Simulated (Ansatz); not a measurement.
CH$_{5}$FNSi: several calculations on one system

**1. Relaxation**

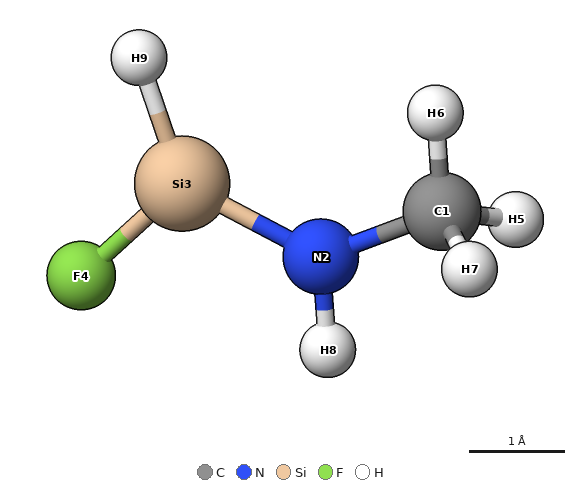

This is the input geometry for a relaxation of CH₅FNSi (charge +1). The picture is a ball-and-stick view, seen at a tilt.

The run prepares an end point of a later path (torsion) calculation, from a guessed geometry.

The calculation used Ansatz, RKS B3LYP/6-31G*.

Input
```yaml
crystal:
  periodic: [false, false, false]
  atoms:
    - { symbol: C, position_ang: [-0.57087, 0.76121, -0.89373] }
    - { symbol: "N", position_ang: [0.16236, -0.34126, -0.26782] }
    - { symbol: Si, position_ang: [0.55458, -0.62978, 1.3206] }
    - { symbol: F, position_ang: [1.35752, -1.97192, 1.4623] }
    - { symbol: H, position_ang: [-1.4496, 0.3737, -1.40854] }
    - { symbol: H, position_ang: [-0.89044, 1.48733, -0.15326] }
    - { symbol: H, position_ang: [0.06653, 1.25912, -1.62353] }
    - { symbol: H, position_ang: [0.45965, -1.02659, -0.97097] }
    - { symbol: H, position_ang: [0.31028, 0.08819, 2.53495] }
total_charge: 1
basis:
  gaussian: { orbitals: "6-31G*" }
hamiltonian:
  xc: b3lyp
relax:
  f_tol: 0.015
  max_steps: 40
```

Launched with:
```bash
ansatz run input.yaml --threads 1 --pin off --max-ram 2048MiB --backend cpu --events-out ev --progress --plain --runs-dir out
```

> What does the optimiser find from here?

The atom that moves furthest after the best rigid fit is H9 (0.25 Å). By element the largest moves are H 0.25 Å, F 0.13 Å, Si 0.10 Å, N 0.08 Å, C 0.04 Å. Among the contacts that change: Si3–H9 1.432 → 1.461 Å, C1–N2 1.465 → 1.488 Å, N2–Si3 1.661 → 1.641 Å, N2–H8 1.026 → 1.021 Å. Among the angles between lasting bonds that change: N2–Si3–H9 133.1° → 123.1°, N2–Si3–F4 110.8° → 118.6°, C1–N2–Si3 131.1° → 127.3°. The energy falls by 9.98 kJ/mol in 7 geometry steps. Largest force component: 1.5 eV/Å at the start, 0.0049 eV/Å at the end. The run took 30 s on 1 thread of Arm Neoverse V1, on a shared host, peak memory 0.16 GiB.

Final geometry:

```xyz
9

C    -0.5701    0.7685   -0.8575
N     0.1848   -0.3948   -0.3190
Si    0.5785   -0.6878    1.2473
F     1.3847   -1.9859    1.5884
H    -1.4751    0.4092   -1.3522
H    -0.8490    1.4449   -0.0469
H     0.0600    1.3041   -1.5709
H     0.4743   -1.0655   -1.0320
H     0.2118    0.2072    2.3429
```

After the run, drawn alike:

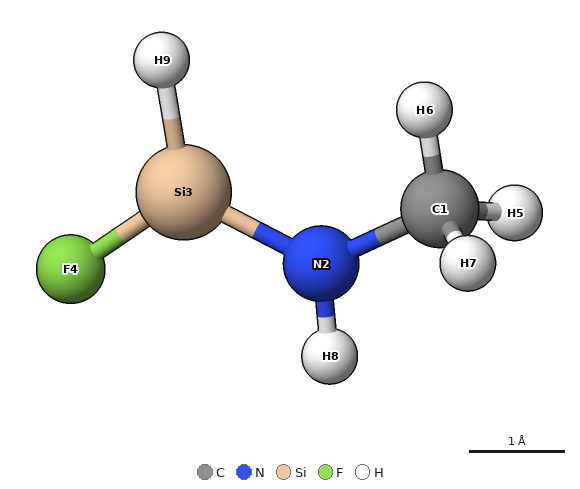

**2. Relaxation**

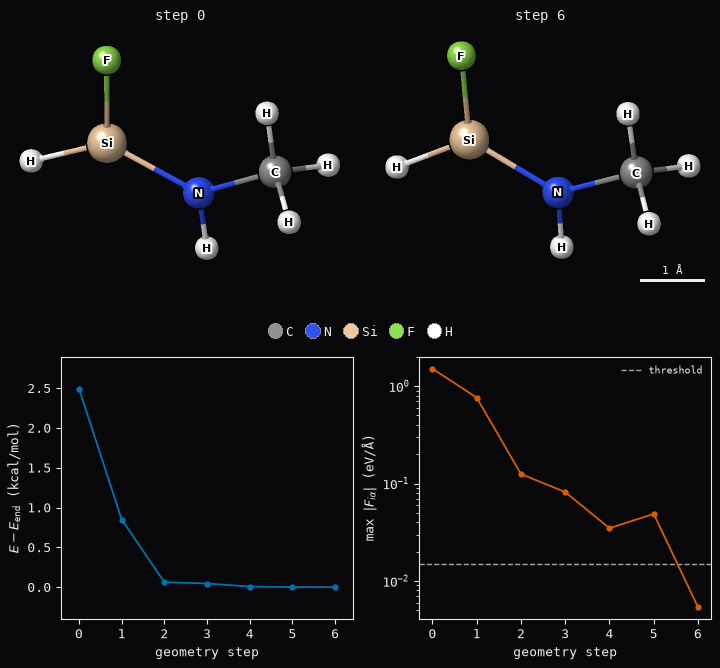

First and last geometry of a relaxation of CH5FNSi (charge +1), with the history of the run. The picture is a ball-and-stick view, seen at a tilt.

The run prepares an end point of a later path (torsion) calculation, from a guessed geometry.

Method: RKS B3LYP/6-31G* (Ansatz). Settings: no spin polarisation; force threshold 0.015 eV/Å; at most 40 steps.

**Read the history and describe the run.**

It converged. The atom that moves furthest after the best rigid fit is an H atom (0.14 Å). By element the largest moves are H 0.14 Å, F 0.11 Å, Si 0.08 Å, C 0.02 Å, N 0.01 Å. Some distances before and after: H–Si 1.432 → 1.462 Å, C–N 1.465 → 1.488 Å, N–Si 1.661 → 1.641 Å, H–N 1.026 → 1.021 Å. Among the angles between lasting bonds that change: N–Si–H 133.1° → 123.3°, N–Si–F 110.8° → 118.5°, C–N–H 110.8° → 113.8°. Over 6 geometry steps the energy falls by 2.50 kcal/mol. The largest force component goes from 1.5 to 0.0054 eV/Å.

**3. Path**

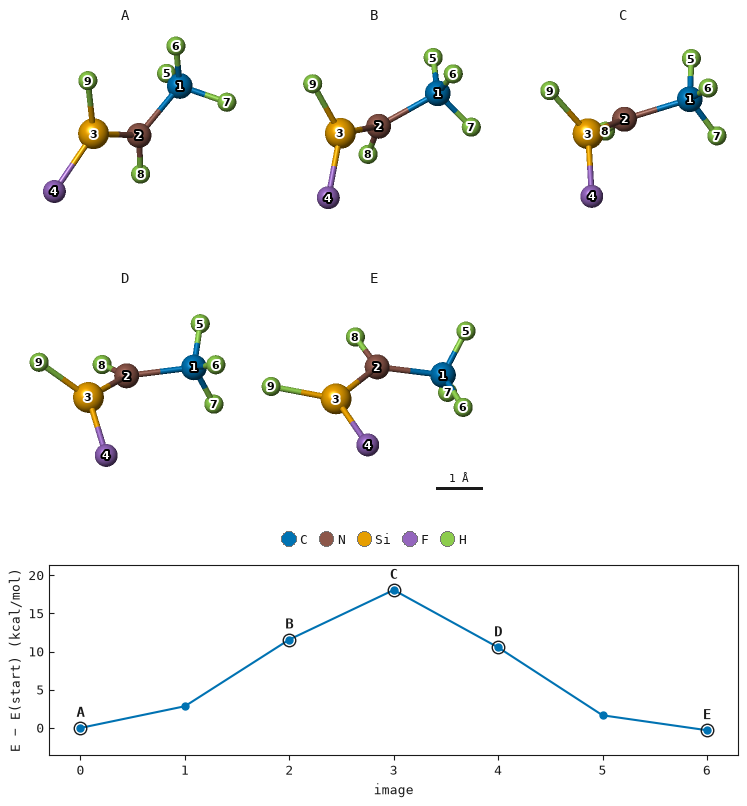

A search for the minimum-energy path of CH5FNSi (charge +1) by the nudged elastic band. Images are numbered from 0 (start) to 6 (end). Frames A to E are images 0, 2, 3, 4, 6. The picture is a ball-and-stick view, seen from a free direction.

These are results of Ansatz 0.2.0, RKS B3LYP/6-31G*, not measurements. Run with 5 movable images; climbing image; force threshold 0.05 eV/Å; iteration limit 60; starting path by image-dependent pair potential.

What happens along the path, and what is the barrier?

Answer. The motion is a rotation about the N2–Si3 bond by about 180°. No bond forms or breaks between the ends. Among the angles between lasting bonds that change up to the highest image: F4–Si3–H9 118.3° → 110.8°, N2–Si3–F4 118.6° → 123.4°. Forward barrier 18.1 kcal/mol, backward barrier 18.4 kcal/mol, with image 3 at the top; the reaction energy is −0.3 kcal/mol. The band converged in 7 iterations, with a climbing image at the top.

Cost: 110 s on 1 thread of Arm Neoverse V1 (shared host), peak memory 0.14 GiB.
